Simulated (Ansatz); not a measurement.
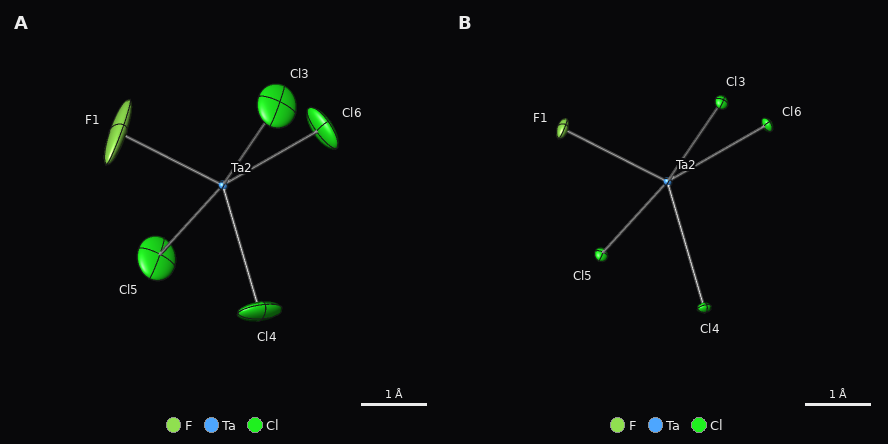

Displacement ellipsoids at the 50 % level, scaled by 1.5, from the internal vibrations of the free molecule (harmonic, no overall translation or rotation; no half-axis is drawn under 0.075 Å). Charge 0, singlet. Vibrations computed with RKS PBE0-D4/def2-TZVP, core potentials on Ta (Ansatz 0.2.0). One panel is for 0 K (zero-point motion alone), the other for 600 K.

Which panel is for 600 K?

Answer. A.

How much does the mean-square displacement of Cl5 grow, and why?

Answer. U_eq goes from 0.0022 to 0.0185 Å², a factor of 8.6. Modes below kT (417 cm⁻¹ at 600 K) grow about in proportion to T, and the lowest lies at 61 cm⁻¹; the mean-square amplitude of a mode is its zero-point value times coth(ħω/2kT), which comes close to 1 only above about 3kT.
